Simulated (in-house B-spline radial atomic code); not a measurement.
# RPA and GW calculation, with input and output: H⁻

H⁻, configuration 1s2. Computed at this level: RPA, second-order and SOSEX correlation energies and G0W0 (contour deformation) on a scalar-relativistic (spin-free one-electron X2C) mean field, all electrons, B-spline basis (in-house B-spline radial atomic code).

Input file:
```
Z = 1
electrons = 2.0
configuration = 1s2
hamiltonian = x2c
method = wb97x
lmax = 9
rms_radius = 0.8409
spin_polarised = False
box_radius = 60.0
intervals = 81
ion_configuration = 1s1
```

Hardware: 1 CPU thread, shared host.

Launched within a batch (the task file carries these settings):
```bash
python <driver script> task.json out
```

The program writes its results to a structured record and prints no log; tables and figures of this report are taken from that record.

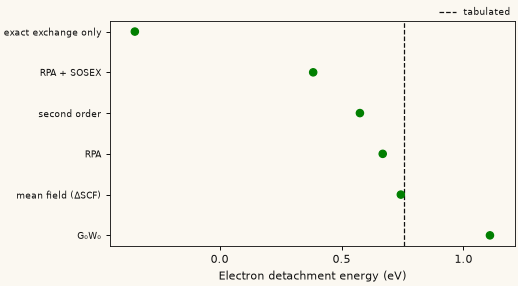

Figure 1. Electron detachment energy of H⁻ (1s² → 1s). All-electron spherical atom, scalar X2C, wB97X start, no spin-orbit coupling, Breit or QED terms; computed with a B-spline radial code. Differences of total energies, each species on its own start, beside the G₀W₀ level.

```csv
Method,Electron detachment energy (eV)
mean field (ΔSCF),0.74
exact exchange only,−0.35
second order,0.58
RPA,0.67
RPA + SOSEX,0.38
G₀W₀,1.11
```

The values run from −0.35 eV (exact exchange only) to 1.11 eV (G₀W₀). The tabulated value is 0.75 eV; nearest to it come mean field (ΔSCF) (−0.01) and RPA (−0.09), furthest exact exchange only (−1.10 eV).

Summary:

```tsv
quantity	value
outcome	converged
mean-field total energy	−0.52899 hartree
total energy with exact exchange alone	−0.48688 hartree
exact exchange energy	−0.39380 hartree
RPA correlation, extrapolated in the angular momentum of the empty orbitals	−0.05375 hartree
RPA correlation, as summed	−0.05366 hartree
direct second-order term	−0.06783 hartree
second-order exchange term	0.03392 hartree
SOSEX term	0.02687 hartree
wall time	2.8 s
```

Remarks:

Caveats: anion configuration assumed.
